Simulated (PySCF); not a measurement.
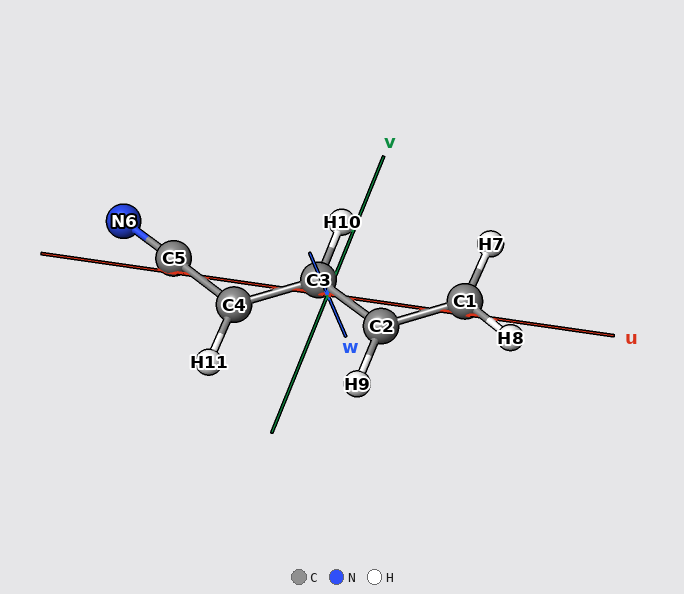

The lines u, v and w are the principal axes of the static dipole polarisability. Computed geometry: PBE0-D3(BJ)/def2-SVP optimisation. No frequency run is at hand to confirm it as a minimum. Method: PBE0/def2-SVPD (PySCF 2.14.0).

Along which axis is the molecule most polarisable, and along which least?

Most along u (in the molecular plane, close to the long direction C1···N6), least along w (normal to the molecular plane).

Give the three principal values.

u 130.3, v 55.6, w 41.0 bohr³; mean 75.6, anisotropy 83.0 bohr³.
